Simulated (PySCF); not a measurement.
BSi₂N₃H₁₀: excited-state calculation

BSi₂N₃H₁₀, SMILES NB(N)N([SiH3])[SiH3], computed with TDA CAM-B3LYP/6-31G, vertical, gas phase, core orbitals frozen in the response (PySCF 2.14.0).

The geometry comes from this level: GFN2-xTB. It belongs to a series of runs on one base structure; here: CAM-B3LYP/6-31G; 1 states, TDA; aux def2-universal-jkfit.

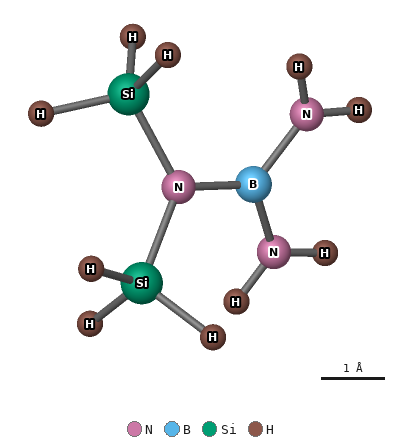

The structure as given in the input (ball-and-stick view, seen at a tilt).

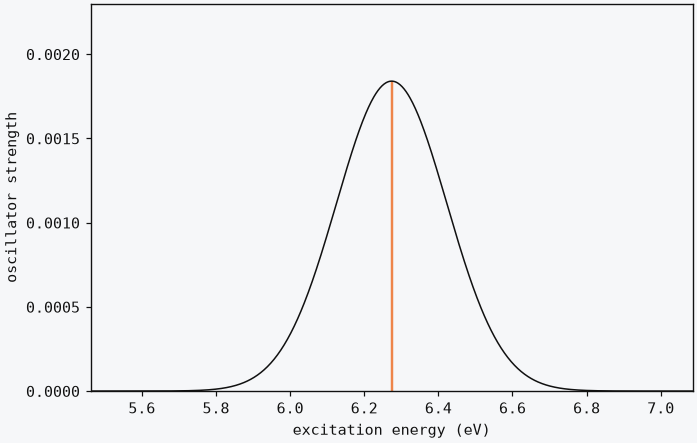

Computed excitations as sticks (degenerate states added up, dark ones marked on the axis), with a Gaussian envelope of 0.35 eV full width at half maximum, scaled to the tallest. Of the 1 states the lowest lies at 6.27 eV (f = 0.002); the strongest line is at 6.27 eV, or 198 nm (f = 0.002).

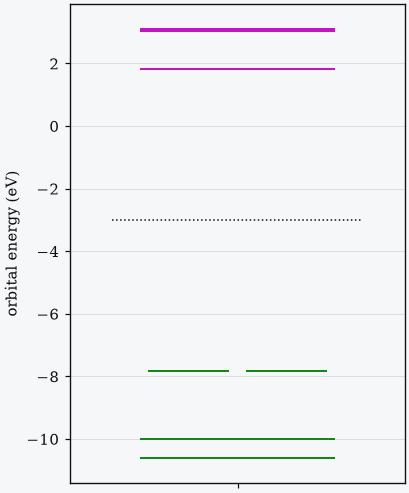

Orbital energies near the frontier; the dotted line parts filled from empty levels, and levels within 0.02 eV of each other stand side by side. Highest filled −7.82 eV, lowest empty 1.83 eV, 9.65 eV apart.

These pictures come from the run below.

The input
```
{"job": {"kind": "uv", "xc": "CAM-B3LYP", "basis": "6-31G", "nstates": 1, "ntriplets": 5, "tda": true, "scf": {"aux": "def2-universal-jkfit"}}, "charge": 0, "multiplicity": 1}
N     -1.374010    -1.178192     1.063233
B     -0.959202    -0.114194     0.237292
N     -1.928087     0.789052    -0.244205
N      0.446619     0.050662    -0.112487
Si     1.470367    -1.348745    -0.199541
Si     1.054089     1.645196    -0.431766
H     -2.331241    -1.325942     1.326938
H     -0.733486    -1.802687     1.514785
H     -2.904094     0.717435    -0.021359
H     -1.719861     1.518672    -0.898590
H      2.594010    -1.033496    -1.082755
H      1.983443    -1.707719     1.135275
H      0.704570    -2.472601    -0.747675
H      2.500290     1.629288    -0.210351
H      0.775437     2.046299    -1.823107
H      0.413558     2.595916     0.482900
```

The first line tells a small driver script what to run in PySCF; the rest is the geometry in Å.

Launched with:
```bash
OMP_NUM_THREADS=1 python <driver script> task.json out
```

Output
```
final grid: 121760 points
cycle   1  E = -773.8936613625  dE =  7.271e-01  |g| = 6.274e-01  |ddm| = 3.567e+00
cycle   2  E = -773.8860919967  dE =  7.569e-03  |g| = 6.793e-01  |ddm| = 1.100e+00
cycle   3  E = -773.9867794985  dE = -1.007e-01  |g| = 6.541e-02  |ddm| = 5.964e-01
cycle   4  E = -773.9874770158  dE = -6.975e-04  |g| = 3.906e-02  |ddm| = 8.705e-02
cycle   5  E = -773.9878097920  dE = -3.328e-04  |g| = 4.060e-03  |ddm| = 3.274e-02
cycle   6  E = -773.9878143237  dE = -4.532e-06  |g| = 4.856e-04  |ddm| = 6.065e-03
cycle   7  E = -773.9878144257  dE = -1.020e-07  |g| = 1.182e-04  |ddm| = 1.152e-03
cycle   8  E = -773.9878144304  dE = -4.759e-09  |g| = 1.842e-05  |ddm| = 2.112e-04
cycle   9  E = -773.9878144306  dE = -2.201e-10  |g| = 3.301e-06  |ddm| = 5.122e-05
converged SCF energy = -773.9878144306

Static polarisability (au): isotropic 67.600, principal 52.769 74.623 75.408

Singlet excitations
state   eV       nm        f      main configurations
  1   6.2740    197.6   0.00184   H->L 0.96

Triplet excitations (Tamm-Dancoff, eV): 5.8760 6.4581 7.1624 7.4186 7.4903
```

Key numbers

```json
{"quantity": "outcome", "value": "converged"}
{"quantity": "total energy", "value": "−773.987814 hartree"}
{"quantity": "HOMO", "value": "−7.82 eV"}
{"quantity": "LUMO", "value": "1.83 eV"}
{"quantity": "dipole moment", "value": "1.46 D"}
{"quantity": "mean polarisability", "value": "67.60 a.u."}
{"quantity": "lowest singlet excitation", "value": "6.27 eV"}
{"quantity": "hardware", "value": "1 CPU thread, shared host"}
{"quantity": "wall time", "value": "12 s"}
{"quantity": "peak memory", "value": "0.53 GiB"}
```

Settings chosen away from the usual ones: CAM-B3LYP/6-31G; 1 states, TDA; aux def2-universal-jkfit.
